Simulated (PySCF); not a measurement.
# WOH₄: relaxation and vibrations of the singlet

Aim: relax WOH₄ as a singlet from a trigonal bipyramidal (ligand arrangement 1) start, check by its vibrations whether the end is a minimum, and collect its spectrum and constants.

Computed with PySCF 2.14.0. Level: PBE0, basis W def2-TZVP with ECP60, O def2-TZVP, H def2-TZVP, scalar-relativistic core potentials, no spin–orbit coupling, density fitting.

## (1) The starting structure

6 atoms, charge 0, spin multiplicity 1.

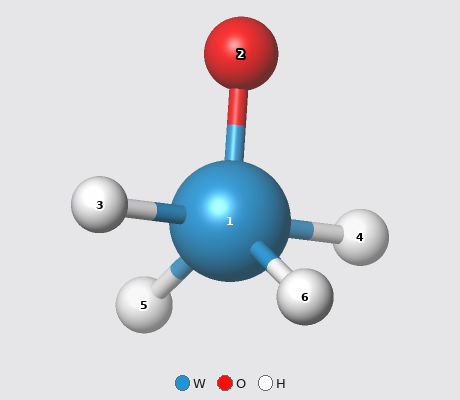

Start geometry, drawn with tungsten blue, oxygen red, hydrogen white; atoms are numbered from 1 in the order of the file.

Z-matrix (Å, degrees; charge 0 multiplicity 1):
```
W
O  1 1.7700
H  1 1.6900 2 90.00
H  1 1.6900 2 90.00 3 180.00
H  1 1.6900 2 120.00 3 90.00
H  1 1.6900 2 120.00 3 -90.00
```

## (2) Relaxation: trigonal bipyramidal (ligand arrangement 1) start, singlet

One driver script runs all steps and calls PySCF; scf.py shows how it sets up the SCF of each step. The optimiser is the driver's own. Before each start the driver seeks the lowest SCF state from one or more starting densities and follows internal instabilities, so scf.py alone need not reach the same state.

The program finds C2v symmetry in the start, which this walk keeps. The walk stops when the largest gradient is under 0.0003 Eh/bohr and the energy has settled too.

File scf.py:

```python
from pyscf import gto, scf, dft
mol = gto.M(atom='''
W      0.065226     0.112969    -0.000000
O     -0.819826    -1.419901     0.000000
H      0.065226     0.112969     1.690000
H      0.065226     0.112969    -1.690000
H      1.755234     0.112932    -0.000000
H     -0.779738     1.576581    -0.000000''',
    basis={'W': 'def2-TZVP', 'O': 'def2-TZVP', 'H': 'def2-TZVP'},
    ecp={'W': 'def2-TZVP'},
    charge=0, spin=0)
mf = dft.RKS(mol, xc='PBE0')
mf.grids.atom_grid = (50, 194)
aux = {'W': 'def2-universal-JKFIT', 'O': 'def2-universal-JKFIT', 'H': 'def2-universal-JKFIT'}
mf = mf.density_fit(auxbasis=aux)
mf.kernel()
```

After this run come: Is it a minimum? Harmonic modes; Downhill along the imaginary mode; Vibrations and properties at this point.

Q: Predict the outcome of this session. Wanted: minimum; geometry; wavenumbers; dipole moment; highest occupied, lowest empty level; polar-tensor charge of W1; zero-point energy; atomisation energy.

**Answer**, as computed:

| quantity | value |
| --- | --- |
| minimum | singlet, Cs |
| geometry | W–H 1.685 Å (×2), W–H 1.697 Å, W–H 1.772 Å, W–O 1.672 Å; H–W–H 59.4° (×2), H–W–H 110.4° (×2), H–W–H 118.7°, H–W–H 132.1°, H–W–O 99.1° (×2), H–W–O 109.2° |
| wavenumbers (cm⁻¹) | 272 (a''), 576 (a'), 679 (a'), 743 (a''), 789 (a'), 944 (a'), 1016 (a''), 1098 (a'), 1881 (a'), 2023 (a'), 2083 (a'), 2085 (a'') |
| dipole moment | 1.81 D |
| highest occupied, lowest empty level | -8.43, -3.27 eV |
| polar-tensor charge of W1 | +1.15 e |
| zero-point energy | 84.9 kJ/mol |
| entropy at 298.15 K | 279.0 J/(mol K) |
| atomisation energy (no zero-point energy) | 1846 kJ/mol |

What this shows: The trigonal bipyramidal (ligand arrangement 1) start (C2v) ends in a minimum of Cs symmetry, after a stop at a second-order saddle point 77.1 kJ/mol higher, from which it was pushed off along an imaginary mode. In the infrared the band at 1881 cm⁻¹ (a', stretch) leads. Only this shape and spin were tried, so other structures or states may lie lower. Spin–orbit coupling, left out here, can matter for elements this heavy.
